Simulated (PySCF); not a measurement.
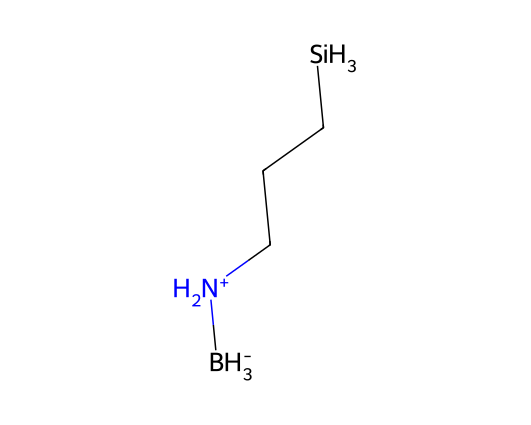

The computed structure is the end point of a GFN2-xTB optimisation. No frequency run is at hand to confirm it as a minimum. Level of theory: B3LYP/def2-SVPD, gas phase (PySCF 2.14.0). Excitations: vertical, linear response.

**Give the lowest vertical singlet excitation at this level.**

6.35 eV.

**Give the HOMO energy (Kohn–Sham orbital) at this level.**

−7.52 eV.

**Give the dipole moment at this level.**

5.20 D.

**Give the brightest of the 8 lowest singlets at this level.**

7.55 eV.

The geometry is semi-empirical. Around B, Si such bond lengths and angles can be off by a tenth of an ångström or more and by several degrees, and values that hang on the shape move with them.
